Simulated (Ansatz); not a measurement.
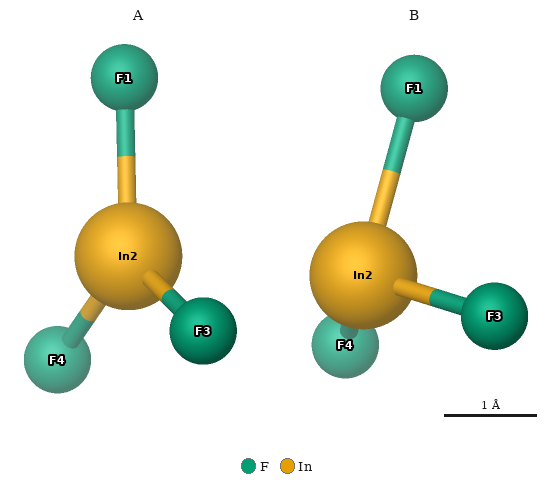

Two geometries of InF₃ (coarse preliminary run), drawn at one scale. One is the start of a relaxation, the other its converged end. Style: ball-and-stick. Shown from a free direction.

Theory: RKS PBE-D4/def2-SVP in Ansatz 0.2.0. (force threshold 0.03 eV/Å; at most 200 steps)

> Which one is relaxed?

Structure A is the relaxed one. The start comes from a force field. The largest move after the best rigid fit is that of In2, 0.51 Å. Largest moves by element: In 0.51 Å, F 0.23 Å. Some distances before and after: F1–In2 2.141 → 1.958 Å, In2–F4 1.782 → 1.958 Å, In2–F3 2.087 → 1.958 Å. Among the angles between lasting bonds that change: F1–In2–F3 97.6° → 119.9°, F1–In2–F4 107.2° → 119.9°, F3–In2–F4 127.6° → 120.1°. Over 4 geometry steps the energy falls by 1.376 eV. Largest force component: 6.7 eV/Å at the start, 0.0029 eV/Å at the end. The run took about 8 core-seconds on a shared host.
